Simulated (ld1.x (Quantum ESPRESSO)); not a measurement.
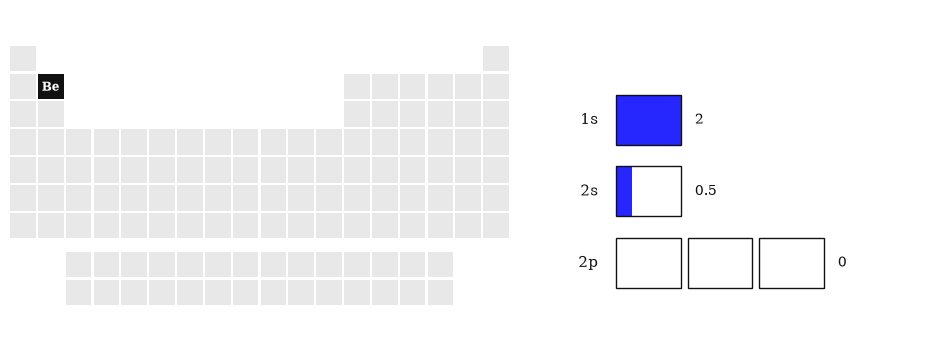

*Left, the place of beryllium in the periodic table; right, the valence shells of the reference configuration: a box for each of the 2l + 1 orbitals, shaded by the share of the shell that is filled, with the electron count at the right.*

**Pseudopotential generation: Be (part 1 of 2)**

System: beryllium (Be, Z = 4), core none, reference valence 1s2 2s0.5 2p0 (an ion of charge +1.5), valence charge 4.
Method: RRKJ potential, revPBE, scalar-relativistic, made with ld1.x (Quantum ESPRESSO) 7.5.

### The program's output
```
Program LD1 v.7.5
     --------------------------- All-electron run ----------------------------

     Be
     scalar relativistic calculation

     atomic number is  4.00
     dft =REVPBE   lsd =0 sic =0 latt =0  beta=0.20 tr2=1.0E-14
     Exchange-correlation= REVPBE
                           (   1   4   4   4   0   0   0)
     mesh =1041 r(mesh) = 100.85720 a.u. xmin = -7.00 dx = 0.01250
     1 Ry =  13.60569312 eV, c = 137.03599908

     n l     nl                  e(Ry)          e(Ha)          e(eV)
     1 0     1S 1( 2.00)        -9.1780        -4.5890      -124.8727
     2 0     2S 1( 0.50)        -1.3229        -0.6614       -17.9985
     2 1     2P 1( 0.00)        -1.0349        -0.5175       -14.0808

     final scf error:  9.5E-16 reached in  19 iterations

     Etot =     -28.049752 Ry,     -14.024876 Ha,    -381.636322 eV

     Ekin =      27.964795 Ry,      13.982398 Ha,     380.480425 eV
     Encl =     -61.493956 Ry,     -30.746978 Ha,    -836.667890 eV
     Eh   =      10.313707 Ry,       5.156854 Ha,     140.325136 eV
     Exc  =      -4.834299 Ry,      -2.417150 Ha,     -65.773993 eV

     normalization and overlap integrals

     s(1S/1S) =  1.000000  <r> =   0.4182  <r2> =    0.2382  r(max) =   0.2661
     s(2S/2S) =  1.000000  <r> =   2.1787  <r2> =    5.5742  r(max) =   1.8243
     s(2P/2P) =  1.000000  <r> =   2.1944  <r2> =    5.8551  r(max) =   1.7572

     ------------------------ End of All-electron run ------------------------

     --------------------- Generating NC pseudopotential ---------------------

      Generating local pot.: lloc=1, matching radius rcloc =   2.7400

      Wfc   1S  rcut= 0.556  Estimated cut-off energy=      411.04 Ry
      This function has    0 nodes for 0 < r <    0.556

     ------------------- End of pseudopotential generation -------------------

     --------------------------- All-electron run ----------------------------

     Be
     scalar relativistic calculation

     atomic number is  4.00
     dft =REVPBE   lsd =0 sic =0 latt =0  beta=0.20 tr2=1.0E-14
     Exchange-correlation= REVPBE
                           (   1   4   4   4   0   0   0)
     mesh =1041 r(mesh) = 100.85720 a.u. xmin = -7.00 dx = 0.01250
     1 Ry =  13.60569312 eV, c = 137.03599908

     n l     nl                  e(Ry)          e(Ha)          e(eV)
     1 0     1S 1( 2.00)        -9.1780        -4.5890      -124.8727
     2 0     2S 1( 0.50)        -1.3229        -0.6614       -17.9985
     2 1     2P 1( 0.00)        -1.0349        -0.5175       -14.0808

     final scf error:  9.5E-16 reached in  19 iterations

     Etot =     -28.049752 Ry,     -14.024876 Ha,    -381.636322 eV

     Ekin =      27.964795 Ry,      13.982398 Ha,     380.480425 eV
     Encl =     -61.493956 Ry,     -30.746978 Ha,    -836.667890 eV
     Eh   =      10.313707 Ry,       5.156854 Ha,     140.325136 eV
     Exc  =      -4.834299 Ry,      -2.417150 Ha,     -65.773993 eV

     normalization and overlap integrals

     s(1S/1S) =  1.000000  <r> =   0.4182  <r2> =    0.2382  r(max) =   0.2661
     s(2S/2S) =  1.000000  <r> =   2.1787  <r2> =    5.5742  r(max) =   1.8243
     s(2P/2P) =  1.000000  <r> =   2.1944  <r2> =    5.8551  r(max) =   1.7572

     ------------------------ End of All-electron run ------------------------

     Computing logarithmic derivative in   2.98911

       Warning: n=1, l=0 expected 0 nodes, found 1
       Setting wfc to zero for this iteration
       (This warning will only be printed once per wavefunction)

     Computing logarithmic derivative in   2.98911
     Computing the partial wave expansion
     R is outside the sphere for l=    0 j= 0.00
       no projector for channel:   1

     ---------------------- Testing the pseudopotential ----------------------

     Be
     scalar relativistic calculation

     atomic number is  4.00   valence charge is  4.00
     dft =REVPBE   lsd =0 sic =0 latt =0  beta=0.20 tr2=1.0E-14
     mesh =1041 r(mesh) = 100.85720 xmin = -7.00 dx = 0.01250

     n l     nl             e AE (Ry)        e PS (Ry)    De AE-PS (Ry)
     1 0     1S   1( 2.00)       -9.17797       -9.17797        0.00000
     2 0     2S   1( 0.50)       -1.32287       -1.39794        0.07508  !
     2 1     2P   1( 0.00)       -1.03492       -1.03492        0.00000

     eps = 2.8E-15  iter = 16

     Etot =     -28.049752 Ry,     -14.024876 Ha,    -381.636322 eV
     Etotps =   -27.988811 Ry,     -13.994406 Ha,    -380.807176 eV

     Ekin =      25.104040 Ry,      12.552020 Ha,     341.557867 eV
     Encl =     -26.040111 Ry,     -13.020056 Ha,    -354.293762 eV
     Ehrt =      10.197184 Ry,       5.098592 Ha,     138.739753 eV
     Ecxc =      -4.731827 Ry,      -2.365913 Ha,     -64.379785 eV
     Epseu=     -32.518097 Ry,     -16.259049 Ha,    -442.431251 eV

     ---------------------- End of pseudopotential test ----------------------
```

### Output of the test run (extracts)
```
---------------------- Testing the pseudopotential ----------------------

     Be
     scalar relativistic calculation

     atomic number is  4.00   valence charge is  4.00
     dft =REVPBE   lsd =0 sic =0 latt =0  beta=0.20 tr2=1.0E-14
     mesh =1041 r(mesh) = 100.85720 xmin = -7.00 dx = 0.01250

     n l     nl             e AE (Ry)        e PS (Ry)    De AE-PS (Ry)
     1 0     1S   1( 2.00)       -9.17797       -9.17797        0.00000
     2 0     2S   1( 0.50)       -1.32287       -1.39794        0.07508  !
     2 1     2P   1( 0.00)       -1.03492       -1.03492        0.00000

     eps = 3.4E-15  iter =  9

     Etot =     -28.049752 Ry,     -14.024876 Ha,    -381.636322 eV
     Etotps =   -27.988811 Ry,     -13.994406 Ha,    -380.807176 eV

     Ekin =      25.104040 Ry,      12.552020 Ha,     341.557867 eV
     Encl =     -26.040111 Ry,     -13.020056 Ha,    -354.293761 eV
     Ehrt =      10.197184 Ry,       5.098592 Ha,     138.739753 eV
     Ecxc =      -4.731827 Ry,      -2.365913 Ha,     -64.379785 eV
     Epseu=     -32.518097 Ry,     -16.259049 Ha,    -442.431250 eV

     ---------------------- End of pseudopotential test ----------------------

     ---------------------- Testing the pseudopotential ----------------------

     Be
     scalar relativistic calculation

     atomic number is  4.00   valence charge is  4.00
     dft =REVPBE   lsd =0 sic =0 latt =0  beta=0.20 tr2=1.0E-14
     mesh =1041 r(mesh) = 100.85720 xmin = -7.00 dx = 0.01250

     n l     nl             e AE (Ry)        e PS (Ry)    De AE-PS (Ry)
     1 0     1S   1( 2.00)       -7.81623       -7.73536       -0.08087  !
     2 0     2S   1( 2.00)       -0.41265       -0.43710        0.02445  !
     2 1     2P   1( 0.00)       -0.14651       -0.12957       -0.01694  !

     eps = 4.7E-15  iter = 15

     Etot =     -29.334934 Ry,     -14.667467 Ha,    -399.122111 eV
     Etotps =   -29.348443 Ry,     -14.674221 Ha,    -399.305906 eV
     dEtot_ae =      -1.285182 Ry
     dEtot_ps =      -1.359632 Ry,   Delta E=       0.074450 Ry

     Ekin =      26.475502 Ry,      13.237751 Ha,     360.217560 eV
     Encl =     -31.775716 Ry,     -15.887858 Ha,    -432.330639 eV
     Ehrt =      14.473469 Ry,       7.236734 Ha,     196.921573 eV
     Ecxc =      -5.452018 Ry,      -2.726009 Ha,     -74.178488 eV
     Epseu=     -33.069680 Ry,     -16.534840 Ha,    -449.935912 eV

     ---------------------- End of pseudopotential test ----------------------

     ---------------------- Testing the pseudopotential ----------------------

     Be
     scalar relativistic calculation

     atomic number is  4.00   valence charge is  4.00
     dft =REVPBE   lsd =0 sic =0 latt =0  beta=0.20 tr2=1.0E-14
     mesh =1041 r(mesh) = 100.85720 xmin = -7.00 dx = 0.01250

     n l     nl             e AE (Ry)        e PS (Ry)    De AE-PS (Ry)
     1 0     1S   1( 2.00)       -8.66852       -8.63980       -0.02873  !
     2 0     2S   1( 1.00)       -1.00723       -1.06569        0.05847  !
     2 1     2P   1( 0.00)       -0.71547       -0.71062       -0.00485

     eps = 3.0E-15  iter = 18

     Etot =     -28.632443 Ry,     -14.316221 Ha,    -389.564229 eV
     Etotps =   -28.604994 Ry,     -14.302497 Ha,    -389.190776 eV
     dEtot_ae =      -0.582690 Ry
     dEtot_ps =      -0.616183 Ry,   Delta E=       0.033493 Ry

     Ekin =      25.723607 Ry,      12.861803 Ha,     349.987501 eV
     Encl =     -28.179573 Ry,     -14.089786 Ha,    -383.402619 eV
     Ehrt =      11.591986 Ry,       5.795993 Ha,     157.717010 eV
     Ecxc =      -4.977230 Ry,      -2.488615 Ha,     -67.718661 eV
     Epseu=     -32.763785 Ry,     -16.381893 Ha,    -445.774008 eV

     ---------------------- End of pseudopotential test ----------------------

     ---------------------- Testing the pseudopotential ----------------------

     Be
     scalar relativistic calculation

     atomic number is  4.00   valence charge is  4.00
     dft =REVPBE   lsd =0 sic =0 latt =0  beta=0.20 tr2=1.0E-14
     mesh =1041 r(mesh) = 100.85720 xmin = -7.00 dx = 0.01250

     n l     nl             e AE (Ry)        e PS (Ry)    De AE-PS (Ry)
     1 0     1S   1( 2.00)       -9.73461       -9.75695        0.02234  !
     2 0     2S   1( 0.00)       -1.56053       -1.66342        0.10289  !
     2 1     2P   1( 0.00)       -1.29380       -1.29626        0.00246

     eps = 7.5E-15  iter = 11

     Etot =     -27.311409 Ry,     -13.655704 Ha,    -371.590644 eV
     Etotps =   -27.207693 Ry,     -13.603846 Ha,    -370.179521 eV
     dEtot_ae =       0.738344 Ry
     dEtot_ps =       0.781118 Ry,   Delta E=      -0.042775 Ry

     Ekin =      24.343059 Ry,      12.171529 Ha,     331.204185 eV
     Encl =     -23.708817 Ry,     -11.854408 Ha,    -322.574886 eV
     Ehrt =       8.906013 Ry,       4.453006 Ha,     121.172476 eV
     Ecxc =      -4.512700 Ry,      -2.256350 Ha,     -61.398405 eV
     Epseu=     -32.235248 Ry,     -16.117624 Ha,    -438.582890 eV

     ---------------------- End of pseudopotential test ----------------------

     ---------------------- Testing the pseudopotential ----------------------

     Be
     scalar relativistic calculation

     atomic number is  4.00   valence charge is  4.00
     dft =REVPBE   lsd =0 sic =0 latt =0  beta=0.20 tr2=1.0E-14
     mesh =1041 r(mesh) = 100.85720 xmin = -7.00 dx = 0.01250

     n l     nl             e AE (Ry)        e PS (Ry)    De AE-PS (Ry)
     1 0     1S   1( 2.00)       -7.92508       -7.90080       -0.02428  !
     2 0     2S   1( 1.00)       -0.45438       -0.49893        0.04454  !
     2 1     2P   1( 1.00)       -0.18505       -0.18180       -0.00325

     eps = 6.4E-15  iter = 17

     Etot =     -29.066945 Ry,     -14.533472 Ha,    -395.475931 eV
     Etotps =   -29.035570 Ry,     -14.517785 Ha,    -395.049057 eV
     dEtot_ae =      -1.017193 Ry
     dEtot_ps =      -1.046759 Ry,   Delta E=       0.029566 Ry

     Ekin =      26.135661 Ry,      13.067831 Ha,     355.593785 eV
     Encl =     -31.200492 Ry,     -15.600246 Ha,    -424.504322 eV
     Ehrt =      13.987714 Ry,       6.993857 Ha,     190.312546 eV
     Ecxc =      -5.329656 Ry,      -2.664828 Ha,     -72.513658 eV
     Epseu=     -32.628798 Ry,     -16.314399 Ha,    -443.937408 eV

     ---------------------- End of pseudopotential test ----------------------

     ---------------------- Testing the pseudopotential ----------------------

     Be
     scalar relativistic calculation

     atomic number is  4.00   valence charge is  4.00
     dft =REVPBE   lsd =0 sic =0 latt =0  beta=0.20 tr2=1.0E-14
     mesh =1041 r(mesh) = 100.85720 xmin = -7.00 dx = 0.01250

     n l     nl             e AE (Ry)        e PS (Ry)    De AE-PS (Ry)
     1 0     1S   1( 2.00)       -8.21239       -8.15575       -0.05663  !
     2 0     2S   1( 1.50)       -0.69872       -0.73941        0.04068  !
     2 1     2P   1( 0.00)       -0.41440       -0.40228       -0.01211  !

     eps = 6.7E-15  iter = 15

     Etot =     -29.058253 Ry,     -14.529126 Ha,    -395.357673 eV
     Etotps =   -29.055579 Ry,     -14.527790 Ha,    -395.321296 eV
     dEtot_ae =      -1.008501 Ry
     dEtot_ps =      -1.066768 Ry,   Delta E=       0.058267 Ry

     Ekin =      26.180371 Ry,      13.090186 Ha,     356.202095 eV
     Encl =     -30.103280 Ry,     -15.051640 Ha,    -409.575993 eV
     Ehrt =      13.038207 Ry,       6.519104 Ha,     177.393848 eV
     Ecxc =      -5.223360 Ry,      -2.611680 Ha,     -71.067434 eV
     Epseu=     -32.947517 Ry,     -16.473759 Ha,    -448.273811 eV

     ---------------------- End of pseudopotential test ----------------------

     ---------------------- Testing the pseudopotential ----------------------

     Be
     scalar relativistic calculation

     atomic number is  4.00   valence charge is  4.00
     dft =REVPBE   lsd =0 sic =0 latt =0  beta=0.20 tr2=1.0E-14
     mesh =1041 r(mesh) = 100.85720 xmin = -7.00 dx = 0.01250

     n l     nl             e AE (Ry)        e PS (Ry)    De AE-PS (Ry)
     1 0     1S   1( 1.00)      -11.13541      -11.07855       -0.05686  !
     2 0     2S   1( 2.00)       -1.32901       -1.39963        0.07062  !
     2 1     2P   1( 0.00)       -1.02877       -0.97855       -0.05021  !

     eps = 7.7E-15  iter = 20

     Etot =     -19.894781 Ry,      -9.947390 Ha,    -270.682284 eV
     Etotps =   -19.979533 Ry,      -9.989767 Ha,    -271.835395 eV
     dEtot_ae =       8.154971 Ry
     dEtot_ps =       8.009278 Ry,   Delta E=       0.145693 Ry

     Ekin =      17.501504 Ry,       8.750752 Ha,     238.120099 eV
     Encl =     -22.359340 Ry,     -11.179670 Ha,    -304.214320 eV
     Ehrt =       6.945793 Ry,       3.472897 Ha,      94.502330 eV
     Ecxc =      -3.219278 Ry,      -1.609639 Ha,     -43.800508 eV
     Epseu=     -18.848213 Ry,      -9.424106 Ha,    -256.442997 eV

     ---------------------- End of pseudopotential test ----------------------

     ---------------------- Testing the pseudopotential ----------------------

     Be
     scalar relativistic calculation

     atomic number is  4.00   valence charge is  4.00
     dft =REVPBE   lsd =0 sic =0 latt =0  beta=0.20 tr2=1.0E-14
     mesh =1041 r(mesh) = 100.85720 xmin = -7.00 dx = 0.01250

     n l     nl             e AE (Ry)        e PS (Ry)    De AE-PS (Ry)
     1 0     1S   1( 2.00)       -8.71170       -8.75090        0.03920  !
     2 0     2S   1( 0.00)       -1.01048       -1.08903        0.07855  !
     2 1     2P   1( 1.00)       -0.72169       -0.73553        0.01384  !

     eps = 1.7E-15  iter = 20

     Etot =     -28.342086 Ry,     -14.171043 Ha,    -385.613719 eV
     Etotps =   -28.250545 Ry,     -14.125273 Ha,    -384.368250 eV
     dEtot_ae =      -0.292333 Ry
     dEtot_ps =      -0.261734 Ry,   Delta E=      -0.030599 Ry

     Ekin =      25.338003 Ry,      12.669001 Ha,     344.741088 eV
     Encl =     -27.864280 Ry,     -13.932140 Ha,    -379.112837 eV
     Ehrt =      11.318101 Ry,       5.659051 Ha,     153.990610 eV
     Ecxc =      -4.885529 Ry,      -2.442765 Ha,     -66.471013 eV
     Epseu=     -32.156840 Ry,     -16.078420 Ha,    -437.516098 eV

     ---------------------- End of pseudopotential test ----------------------
```

(Continued in part 2.) Outcome of the run: generated; the pseudo-atom misses its reference levels by up to 1.02 eV (2s, which has no pseudo-wave of its own); ld1.x warns of wrong node counts.
